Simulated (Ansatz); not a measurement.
# Molecular dynamics of GaSiH₇O₄ (part 3 of 3)

The same run, continued: GaSiH₇O₄; RHF/def2-SVP (Ansatz 0.2.0). It belongs to a series of runs on one base structure; here: dynamics from the highest image of the converged band.

Geometry of the input (Å):
```
Ga -0.0322  0.0147  0.2589
O  -0.6323  -0.7552  1.9042
H  -1.5165  -1.0699  2.0185
O  1.6039  -0.3770  -0.3002
H  1.7367  -1.0013  -0.9938
O  -1.4246  0.1951  -0.8289
H  -1.3042  0.4822  -1.7187
O  0.1117  1.3608  1.6642
Si 0.8676  2.7417  2.1912
H  2.0605  2.4050  2.9959
H  1.2653  3.5350  1.0101
H  -0.0716  3.5233  3.0245
H  -0.3460  0.4198  2.1879
```

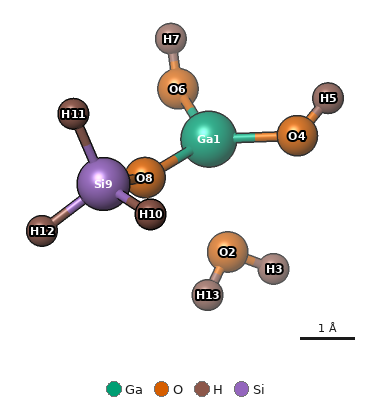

Figure 1. The geometry at step 112 of the log (ball-and-stick view, seen at a tilt; atoms are numbered from 1 in the order of the input).

## Trajectory as extended XYZ, continued
```
13
Properties=species:S:1:pos:R:3:forces:R:3 step=12 time_fs=6.0 energy=-68443.49770 temperature=205.4
Ga   -0.0345    0.0180    0.2606    0.8992   0.7200  -0.7439
O    -0.6153   -0.7452    1.8675    1.3333   0.5550   0.3347
H    -1.3850   -1.1747    2.0892   -2.1600  -1.1909   0.4993
O     1.6183   -0.3973   -0.2659   -0.5697   0.9378   1.1917
H     1.7357   -0.9646   -0.9792    0.2754  -0.9862  -1.2555
O    -1.4303    0.2224   -0.8120   -0.1213  -0.2106   0.2797
H    -1.3558    0.5166   -1.6981    0.0847   0.1072  -0.3172
O     0.1057    1.3287    1.6728    0.5941   1.9528  -0.4674
Si    0.8605    2.7437    2.1693    0.0053  -0.7724   0.6640
H     2.1047    2.4299    2.9499   -0.3604  -0.0219  -0.1730
H     1.2976    3.6009    1.0565   -0.2185  -0.0212  -0.2980
H    -0.0433    3.5172    3.0854    0.1184  -0.2221  -0.3590
H    -0.4848    0.3184    2.1515    0.1196  -0.8475   0.6446
13
Properties=species:S:1:pos:R:3:forces:R:3 step=25 time_fs=12.5 energy=-68443.76066 temperature=387.9
Ga   -0.0322    0.0266    0.2587    1.1853   2.3008  -0.1037
O    -0.6136   -0.7603    1.8478   -0.8697  -2.0843   1.4386
H    -1.3029   -1.3180    2.1379   -0.6320  -0.8020  -0.0904
O     1.6264   -0.4198   -0.2288   -0.5638   0.1591   0.4082
H     1.7558   -0.9428   -0.9898    0.1702  -0.3736  -0.5555
O    -1.4391    0.2487   -0.7944   -0.1292  -0.3644   0.1268
H    -1.3878    0.5561   -1.6800    0.0965   0.0579  -0.1757
O     0.1138    1.3386    1.6699    0.6330   1.4513  -0.8940
Si    0.8523    2.7354    2.1501   -0.0726  -0.7053  -0.8296
H     2.0871    2.4396    2.8735    0.4203  -0.1071   0.2734
H     1.2499    3.6509    1.0250   -0.2676  -0.2536   0.1376
H    -0.0113    3.4713    3.0696   -0.3700   0.2821   0.2275
H    -0.5980    0.0450    2.3758    0.3994   0.4391   0.0368
13
Properties=species:S:1:pos:R:3:forces:R:3 step=38 time_fs=19.0 energy=-68443.91998 temperature=501.5
Ga   -0.0234    0.0478    0.2563    0.6123   2.3431   1.0243
O    -0.6441   -0.8284    1.8721   -1.7460  -4.2659  -0.5931
H    -1.2469   -1.5685    2.0836    1.0343   1.3123  -0.3819
O     1.6237   -0.4475   -0.1949   -0.1276  -0.6745  -0.9256
H     1.8008   -0.9200   -1.0087   -0.1735   0.4293   0.7511
O    -1.4507    0.2677   -0.7781    0.0764  -0.3155  -0.1609
H    -1.3863    0.5950   -1.6621    0.0402  -0.0635   0.1496
O     0.1359    1.3807    1.6435   -0.4137  -1.4554  -1.5075
Si    0.8441    2.7189    2.1249    0.4509   0.9577   1.1422
H     2.1483    2.4275    2.8567   -0.5182   0.2270  -0.2922
H     1.1161    3.6347    1.0077    0.1990   0.2372  -0.2423
H    -0.0623    3.4827    3.0846    0.4345  -0.3185  -0.3101
H    -0.5939   -0.2022    2.5485    0.1315   1.5867   1.3462
13
Properties=species:S:1:pos:R:3:forces:R:3 step=50 time_fs=25.0 energy=-68444.04847 temperature=591.8
Ga   -0.0121    0.0791    0.2592   -0.0411   1.6053   1.3933
O    -0.6893   -0.9295    1.9067   -0.5944  -1.6304  -0.3123
H    -1.1649   -1.7814    2.0104    0.8800   1.8629   0.3932
O     1.6142   -0.4790   -0.1685    0.2413  -0.7988  -1.3341
H     1.8415   -0.8898   -1.0112   -0.3988   0.5342   1.1409
O    -1.4598    0.2772   -0.7637    0.2981  -0.2517  -0.3182
H    -1.3681    0.6261   -1.6407   -0.0494  -0.1330   0.2910
O     0.1489    1.3924    1.5879   -0.6087  -2.0179  -1.0806
Si    0.8413    2.7147    2.1106    0.1768   1.4914  -0.9326
H     2.1034    2.4727    2.7820    0.7016  -0.0985   0.2994
H     1.0441    3.6641    0.9493    0.2034  -0.1559   0.3699
H    -0.0173    3.4262    3.0422   -0.4012   0.2969   0.5716
H    -0.5605   -0.3475    2.6674   -0.4076  -0.7045  -0.4816
13
Properties=species:S:1:pos:R:3:forces:R:3 step=62 time_fs=31.0 energy=-68444.20203 temperature=698.7
Ga   -0.0007    0.1180    0.2682   -0.3613   0.0300   0.2544
O    -0.7327   -1.0433    1.9242    0.6940   1.6851   1.0626
H    -1.0781   -1.8847    2.0994   -0.4928  -1.2548   0.0271
O     1.6025   -0.5163   -0.1482   -0.1953  -0.0108   0.2415
H     1.8474   -0.8563   -0.9826    0.0228  -0.2463  -0.4523
O    -1.4629    0.2790   -0.7504    0.3707  -0.3641   0.0106
H    -1.3584    0.6470   -1.6114   -0.0689  -0.0059  -0.0926
O     0.1510    1.3669    1.5120    0.3855   0.9301   0.9786
Si    0.8412    2.7268    2.0902   -0.0654  -0.0965   0.3185
H     2.1866    2.5025    2.7560   -0.5568  -0.0415  -0.2604
H     1.0407    3.6705    0.9774    0.1218   0.2660  -0.1176
H    -0.0399    3.4123    3.1167    0.2879  -0.3640  -0.3617
H    -0.6119   -0.5774    2.7773   -0.1422  -0.5273  -1.6086
13
Properties=species:S:1:pos:R:3:forces:R:3 step=75 time_fs=37.5 energy=-68443.99979 temperature=558.0
Ga    0.0096    0.1599    0.2789   -0.4490  -2.0543  -1.4678
O    -0.7772   -1.1713    1.9421    0.8646   2.9144  -0.2399
H    -1.0057   -2.0277    2.1229   -0.7389  -2.9212   0.1093
O     1.5880   -0.5608   -0.1301   -0.6077   0.4485   1.2796
H     1.8157   -0.8539   -0.9696    0.3129  -0.6139  -1.4715
O    -1.4575    0.2727   -0.7373    0.2829  -0.4117   0.1830
H    -1.3754    0.6563   -1.5895   -0.0456   0.0869  -0.3215
O     0.1617    1.3623    1.4544    0.7511   3.1096   2.7056
Si    0.8398    2.7394    2.0685   -0.2686  -0.6682  -0.8869
H     2.1527    2.5059    2.6708    0.3506  -0.2334   0.1923
H     1.0733    3.7497    0.9919   -0.1959  -0.0889   0.1213
H    -0.0087    3.3071    3.1171   -0.3122   0.1578   0.1786
H    -0.6630   -0.7565    2.7917    0.0558   0.2744  -0.3820
13
Properties=species:S:1:pos:R:3:forces:R:3 step=88 time_fs=44.0 energy=-68444.02934 temperature=576.7
Ga    0.0174    0.1910    0.2823   -0.1956  -1.8852  -0.8894
O    -0.8189   -1.2948    1.9574    0.1250   0.7605  -2.3896
H    -0.9286   -2.2238    2.0300    0.0654  -0.3072   0.4206
O     1.5689   -0.6069   -0.1153   -0.5590   0.4004   0.6907
H     1.7509   -0.8944   -0.9797    0.1289  -0.3788  -0.7957
O    -1.4448    0.2593   -0.7270    0.1290  -0.2772   0.0736
H    -1.4179    0.6505   -1.5806   -0.0117   0.0643  -0.2076
O     0.1879    1.4248    1.4567   -0.5193  -0.0060   0.5980
Si    0.8365    2.7451    2.0396    0.8643   1.1751   1.3302
H     2.1841    2.4406    2.6266   -0.2247   0.1675  -0.0676
H     1.0429    3.8167    1.0314   -0.1356  -0.0254  -0.0313
H    -0.0490    3.2359    3.1428    0.2251   0.1546  -0.2038
H    -0.6909   -0.8468    2.7570    0.1082   0.1572   1.4719
13
Properties=species:S:1:pos:R:3:forces:R:3 step=100 time_fs=50.0 energy=-68443.83722 temperature=443.6
Ga    0.0234    0.2101    0.2809    0.0343  -1.0086   0.1285
O    -0.8532   -1.3894    1.9489    0.2943  -2.3054  -0.5090
H    -0.8040   -2.3848    2.0325   -0.0467   2.7338  -0.4046
O     1.5435   -0.6467   -0.1035   -0.1761  -0.2003  -1.1610
H     1.6724   -0.9735   -1.0002   -0.1729   0.2910   1.1013
O    -1.4302    0.2425   -0.7203   -0.1161  -0.0499  -0.3845
H    -1.4634    0.6377   -1.5790    0.0509  -0.0868   0.2083
O     0.2012    1.4843    1.4738   -1.6557  -3.1320  -1.5213
Si    0.8434    2.7649    2.0269    1.3818   2.8710   2.3819
H     2.1888    2.4252    2.5849   -0.0376   0.3516  -0.0412
H     0.9693    3.8707    1.0583    0.1001   0.0963  -0.2275
H    -0.0428    3.2402    3.1356    0.3055   0.2199  -0.0256
H    -0.7339   -1.0486    2.8171    0.0382   0.2195   0.4546
13
Properties=species:S:1:pos:R:3:forces:R:3 step=112 time_fs=56.0 energy=-68444.00992 temperature=563.6
Ga    0.0295    0.2237    0.2796   -0.1040  -1.0268   0.0988
O    -0.8818   -1.4786    1.9361    0.7124  -0.8671   1.0551
H    -0.6509   -2.4220    1.9524   -0.2723   1.2598  -0.4811
O     1.5113   -0.6831   -0.0963    0.0000  -0.3861  -1.1443
H     1.5835   -1.0786   -0.9709   -0.0810   0.3692   1.0538
O    -1.4177    0.2227   -0.7179   -0.3400  -0.0474  -0.5462
H    -1.4961    0.6241   -1.5707    0.0924  -0.0836   0.2480
O     0.1839    1.4882    1.4654   -0.2763  -0.3122   0.0221
Si    0.8648    2.8158    2.0390   -0.0265   1.0125   0.0116
H     2.2050    2.5134    2.5374    0.4771   0.0899   0.1127
H     0.9241    3.9338    1.0283    0.1285  -0.3852   0.1522
H     0.0444    3.3223    3.1384   -0.1352   0.2037   0.4248
H    -0.7972   -1.2396    2.8678   -0.1751   0.1733  -1.0076
13
Properties=species:S:1:pos:R:3:forces:R:3 step=125 time_fs=62.5 energy=-68443.88796 temperature=478.5
Ga    0.0354    0.2326    0.2786   -0.4979  -1.0692  -0.0972
O    -0.9026   -1.5738    1.9237   -1.0586   3.2968   0.2484
H    -0.5151   -2.3784    1.7460    1.1342  -2.1678   0.1137
O     1.4737   -0.7218   -0.0935    0.1822   0.0533   0.1616
H     1.4918   -1.2119   -0.8929    0.0119  -0.2182  -0.2532
O    -1.4113    0.1973   -0.7226   -0.2993  -0.1657  -0.3132
H    -1.5061    0.6197   -1.5581    0.0576   0.0543  -0.0143
O     0.1588    1.4856    1.4581    1.1092   2.4500   1.7158
Si    0.8891    2.8839    2.0569   -0.4799  -1.4330   0.1603
H     2.3186    2.6514    2.5047   -0.6190  -0.0532  -0.1837
H     0.9195    3.9066    1.0124    0.0067   0.2758  -0.3122
H     0.1307    3.4551    3.2339    0.2173  -0.3883  -0.4569
H    -0.8918   -1.3352    2.8528    0.2357  -0.6348  -0.7691
13
Properties=species:S:1:pos:R:3:forces:R:3 step=138 time_fs=69.0 energy=-68443.84676 temperature=450.2
Ga    0.0385    0.2360    0.2777   -0.7198   0.1637   0.7715
O    -0.9218   -1.6482    1.8905   -1.2967   2.4612   0.5414
H    -0.3625   -2.3382    1.7067    1.7048  -2.1862  -0.6317
O     1.4408   -0.7640   -0.0938    0.3209   0.8408   1.2377
H     1.4021   -1.3508   -0.8015   -0.0830  -0.9624  -1.1952
O    -1.4120    0.1681   -0.7352    0.0270  -0.2147   0.1176
H    -1.4931    0.6339   -1.5448   -0.0100   0.1989  -0.2337
O     0.1588    1.5362    1.4879    1.0164   1.1048   0.6356
Si    0.9060    2.9349    2.0718   -0.8617  -1.2198  -2.0581
H     2.3002    2.7577    2.4298    0.6218  -0.3608   0.1960
H     0.9169    3.9302    0.9377   -0.1190  -0.1202   0.4385
H     0.2483    3.4855    3.2368   -0.5232   0.1401   0.4568
H    -0.9051   -1.5545    2.8367   -0.0776   0.1547  -0.2765
13
Properties=species:S:1:pos:R:3:forces:R:3 step=150 time_fs=75.0 energy=-68443.78679 temperature=407.1
Ga    0.0375    0.2396    0.2807   -0.6936   0.9654   1.4630
O    -0.9329   -1.7074    1.8530    2.2110  -1.1342  -0.8811
H    -0.1898   -2.3282    1.6754   -1.4569   1.1259  -0.0826
O     1.4168   -0.8055   -0.0919    0.1238   0.2233   0.4562
H     1.3070   -1.4811   -0.7359   -0.0726  -0.1006  -0.2338
O    -1.4128    0.1396   -0.7500    0.3600   0.0227   0.2273
H    -1.4751    0.6665   -1.5272   -0.0663   0.1272  -0.0980
O     0.1805    1.6071    1.5296    0.1388  -1.4715  -1.1401
Si    0.9127    2.9667    2.0664    0.3206  -0.3485   0.3496
H     2.3831    2.7528    2.4014   -0.6757   0.0068  -0.0752
H     0.8796    3.9492    0.9721   -0.0274   0.3968  -0.0439
H     0.2374    3.5167    3.3066    0.2306  -0.2524  -0.5718
H    -0.9341   -1.7217    2.7918   -0.3923   0.4391   0.6305
13
Properties=species:S:1:pos:R:3:forces:R:3 step=162 time_fs=81.0 energy=-68443.62542 temperature=294.8
Ga    0.0332    0.2477    0.2907   -0.4929   1.0290   1.5448
O    -0.9250   -1.7685    1.8139    2.1233  -0.4134  -1.7973
H    -0.0995   -2.2628    1.5547   -2.0863   1.0400   1.2735
O     1.3950   -0.8462   -0.0845   -0.5006  -0.8472  -0.4042
H     1.1934   -1.5837   -0.6816    0.2868   1.1979   0.7502
O    -1.4066    0.1135   -0.7630    0.5099   0.4591  -0.0085
H    -1.4750    0.7122   -1.4966   -0.0965  -0.1677   0.2583
O     0.2057    1.6483    1.5480   -0.5193  -2.7331  -2.1303
Si    0.9216    2.9943    2.0607   -0.0310   0.4781  -0.4116
H     2.3274    2.7380    2.3644    0.5064   0.0513   0.1062
H     0.8336    4.0667    1.0206    0.1114  -0.0841   0.1135
H     0.2601    3.4940    3.2592   -0.1935   0.1831   0.4560
H    -1.0561   -1.7668    2.7468    0.3822  -0.1931   0.2492
13
Properties=species:S:1:pos:R:3:forces:R:3 step=175 time_fs=87.5 energy=-68443.81801 temperature=428.0
Ga    0.0260    0.2618    0.3098   -0.1298   0.1712   0.9000
O    -0.9089   -1.8188    1.7528    0.5100   0.4245  -0.1217
H    -0.0684   -2.2458    1.6328   -0.1264  -0.0623   0.0595
O     1.3648   -0.8865   -0.0672   -0.7455  -0.3283  -0.0935
H     1.0834   -1.6127   -0.6352    0.3589   0.8924   0.4945
O    -1.3872    0.0926   -0.7728    0.3866   0.6063  -0.0406
H    -1.5202    0.7579   -1.4376   -0.0885  -0.2299   0.2791
O     0.2231    1.6335    1.5197    0.1103  -0.6939  -1.2549
Si    0.9310    3.0286    2.0517   -0.2139  -0.6153   0.3998
H     2.3764    2.7501    2.3480   -0.3162   0.2260  -0.0938
H     0.8219    4.1692    1.1003    0.0650  -0.2526  -0.1278
H     0.2499    3.5015    3.3049    0.2151  -0.2204  -0.2779
H    -1.0840   -1.8509    2.6845   -0.0256   0.0822  -0.1227
13
Properties=species:S:1:pos:R:3:forces:R:3 step=188 time_fs=94.0 energy=-68443.74047 temperature=375.7
Ga    0.0180    0.2767    0.3339    0.0311  -1.2175  -0.2784
O    -0.8805   -1.8574    1.6876   -2.5869   1.6706   1.0485
H    -0.0756   -2.2601    1.7113    3.2193  -1.5495  -0.5298
O     1.3227   -0.9166   -0.0380   -0.2170   0.8485   0.7404
H     1.0112   -1.5811   -0.6216   -0.0597  -0.3064  -0.3986
O    -1.3572    0.0819   -0.7787    0.1057   0.4153  -0.0229
H    -1.6167    0.7909   -1.3463   -0.0851  -0.0386   0.1294
O     0.2433    1.6021    1.4613    0.8370   2.0448   0.5807
Si    0.9366    3.0531    2.0457   -0.6445  -2.0475  -0.4604
H     2.3710    2.8317    2.3104    0.1025  -0.0326  -0.0003
H     0.8289    4.1941    1.1220   -0.1553  -0.0471  -0.3231
H     0.2845    3.4511    3.3027   -0.1523  -0.0664   0.1179
H    -1.1263   -1.9088    2.6113   -0.3947   0.3264  -0.6035
13
Properties=species:S:1:pos:R:3:forces:R:3 step=200 time_fs=100.0 energy=-68443.85940 temperature=457.3
Ga    0.0105    0.2845    0.3552   -0.0638  -1.7871  -0.7413
O    -0.8465   -1.8852    1.6371   -0.6047   0.9883  -0.1216
H    -0.0018   -2.3034    1.6569    0.1577  -0.1744   0.4278
O     1.2761   -0.9338   -0.0015    0.4475   1.1804   1.2415
H     0.9782   -1.5332   -0.6383   -0.3363  -0.9093  -1.0388
O    -1.3271    0.0815   -0.7845   -0.0589   0.2164  -0.0378
H    -1.7350    0.8072   -1.2187   -0.1780   0.1920  -0.0030
O     0.2794    1.6142    1.4177    0.7740   2.3753   1.2320
Si    0.9341    3.0519    2.0350   -0.5608  -1.3717  -1.0094
H     2.3816    2.9063    2.2713    0.1138  -0.1062   0.0498
H     0.7880    4.1826    1.0520   -0.1618  -0.3653   0.3038
H     0.2813    3.3742    3.3170   -0.1179   0.0645  -0.0145
H    -1.2815   -1.8887    2.4847    0.5892  -0.3028  -0.2887
```
